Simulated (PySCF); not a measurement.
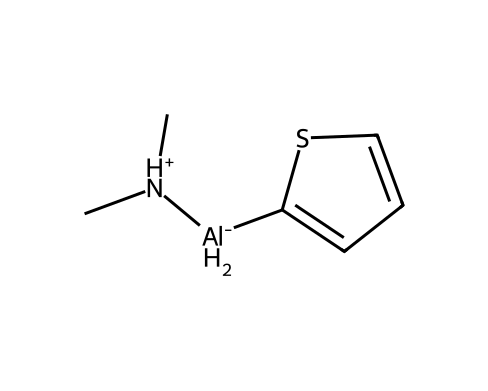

Skeletal drawing of a molecule.

**Transcribe the drawing into SMILES.**

C[NH+](C)[AlH2-][c]1cccs1

**Give the formula, hydrogens included.**

C6H12AlNS.

**An optimisation with PBE0-D3(BJ)/def2-SVP gave a structure of which point group?**

C1. Other conformers may differ.

More results for the same structure follow; atom numbers are the same in all pictures, views and colours differ. The geometry was computed by an optimisation with PBE0-D3(BJ)/def2-SVP. No frequency run is at hand to confirm it as a minimum.

## NMR shielding

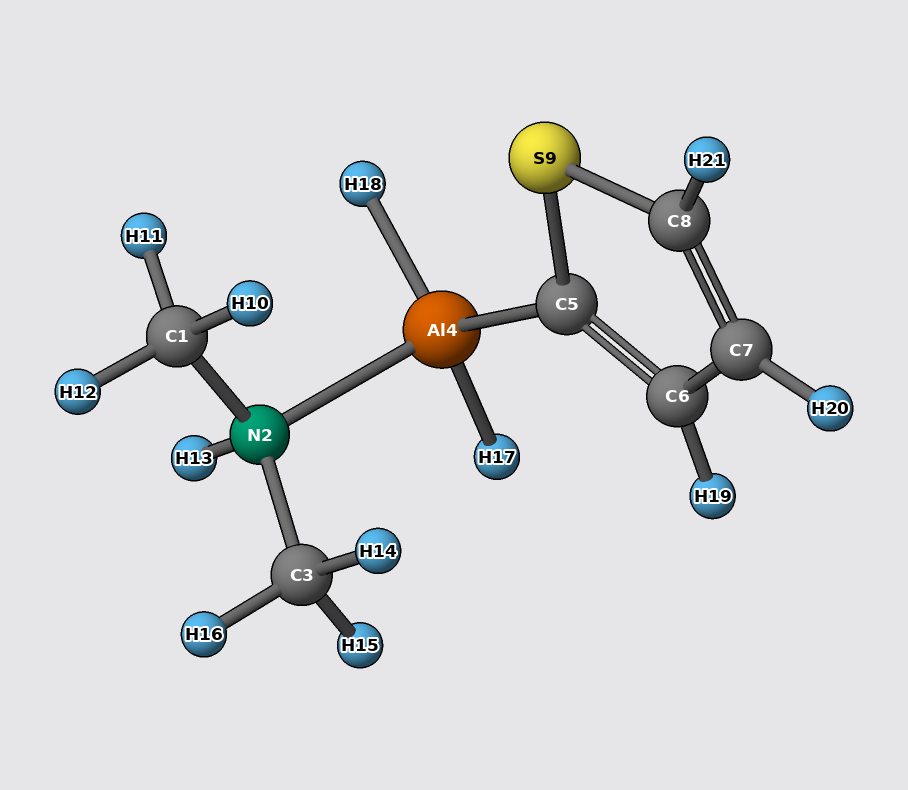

The questions are on isotropic NMR shieldings of the C atoms. No frequency run is at hand to confirm it as a minimum. Properties computed with GIAO PBE0/pcSseg-1 NMR shielding, non-relativistic, IEF-PCM dimethylsulfoxide (PySCF 2.14.0).

**Which C atom is the most shielded (lowest chemical shift)?**

C3 (146.8 ppm).

**Which C atom is the least shielded (highest chemical shift)?**

C5 (34.0 ppm).

**How wide is the range of C shifts?**

112.8 ppm.

Give the isotropic NMR shieldings of the C atoms atom by atom.

```json
{"atom": "C1", "σ (ppm)": "146.6"}
{"atom": "C3", "σ (ppm)": "146.8"}
{"atom": "C5", "σ (ppm)": "34.0"}
{"atom": "C6", "σ (ppm)": "39.6"}
{"atom": "C7", "σ (ppm)": "51.1"}
{"atom": "C8", "σ (ppm)": "44.0"}
```

## Electronic properties

No frequency run is at hand to confirm it as a minimum. Method: PBE0/pcSseg-1 in tetrahydrofuran (IEF-PCM) (PySCF 2.14.0).

Computed properties:

- dipole moment: 6.37 D
- HOMO energy (Kohn–Sham orbital): −6.67 eV
- LUMO energy (Kohn–Sham orbital): −0.48 eV
- HOMO–LUMO gap: 6.19 eV

## Quadrupole coupling

No frequency run is at hand to confirm it as a minimum. Electric field gradients from the ground-state density, PBE0/pcSseg-1 in dimethylsulfoxide (IEF-PCM) (PySCF 2.14.0), non-relativistic apart from any core potentials.

Give the largest field-gradient component, the quadrupole coupling constant and the asymmetry for 14N at N2 (Q = 20.44 mb), 27Al at Al4 (Q = 146.6 mb), 33S at S9 (Q = −67.81 mb).

```tsv
atom	V_zz (a.u.)	e²qQ/h (MHz)	η
N2	−0.731	−3.51	0.21
Al4	0.654	22.5	0.15
S9	1.768	−28.2	0.38
```

## Ring current

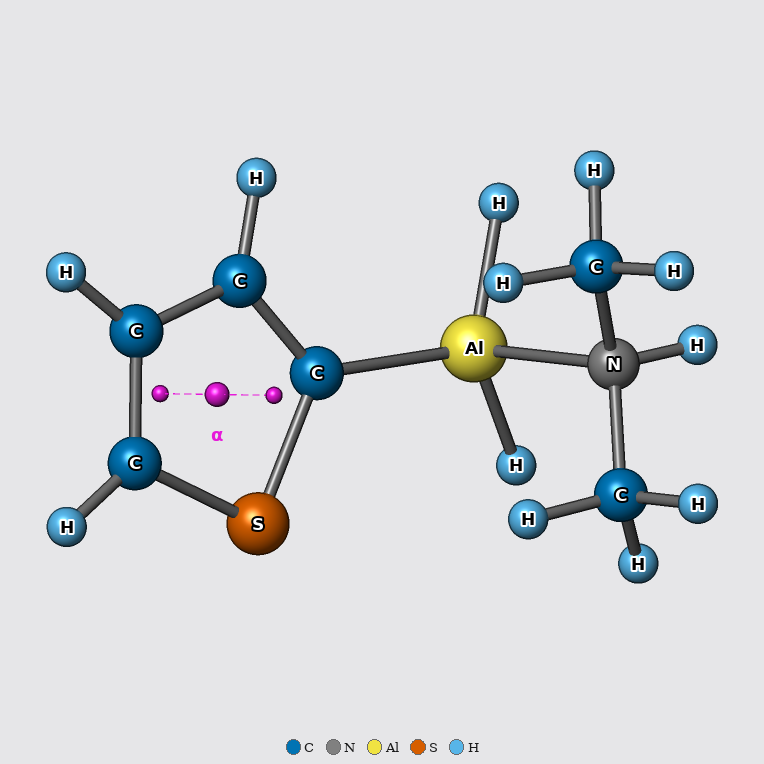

The small points mark where nucleus-independent chemical shifts (NICS) were computed: at the centre of each lettered ring and 1 Å above and below it. No frequency run is at hand to confirm it as a minimum. Level of theory: GIAO PBE0/pcSseg-1 NMR shielding, non-relativistic, IEF-PCM dimethylsulfoxide (PySCF 2.14.0).

Give NICS(0), NICS(1) and the out-of-plane component NICS(1)zz for each ring (means of the two sides).

```
ring  members  NICS(0)  NICS(1)  NICS(1)zz
   α      C4S    −12.7    −12.2      −30.3
```

Values in ppm.

**What do the values say about the ring currents?**

Ring α: diatropic, as in an aromatic ring. NICS is one index among several.
